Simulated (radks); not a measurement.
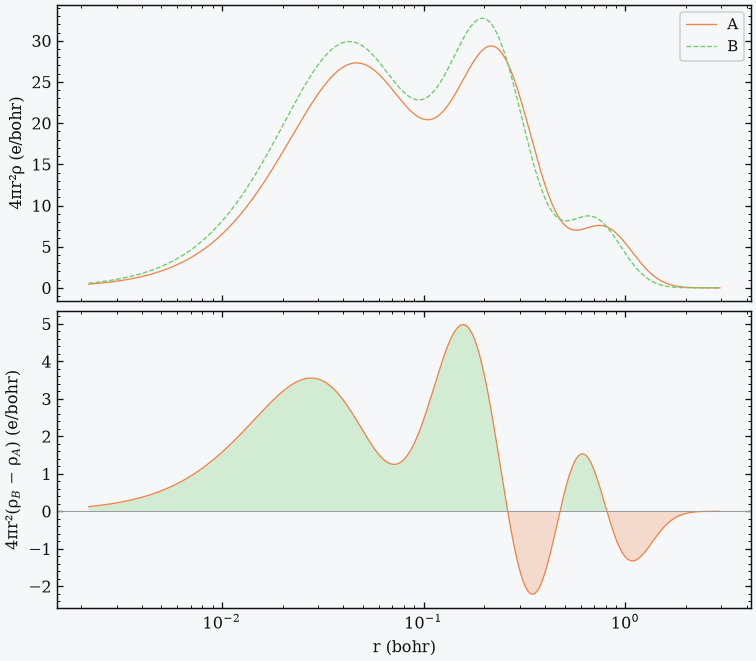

Two nuclei with the same 15 electrons, [Ne] 3s2 3p3 (high spin), were computed: Mn¹⁰⁺; V⁸⁺. Method: non-relativistic Kohn-Sham, PBE, spin-polarised, spherical densities, point nucleus; computed with the in-house radial solver radks.

The plot shows both radial densities and the radial density of run B less that of run A; on the logarithmic r axis, areas aren't charges.

Which run is A and which is B? Where does the charge move?

A is V⁸⁺; B is Mn¹⁰⁺. B holds 1.1 electrons more than A where the difference is positive (most at r = 0.16 bohr) and 1.1 electrons fewer where it is negative (most at r = 0.35 bohr), with no net change. The larger nuclear charge draws every shell in.
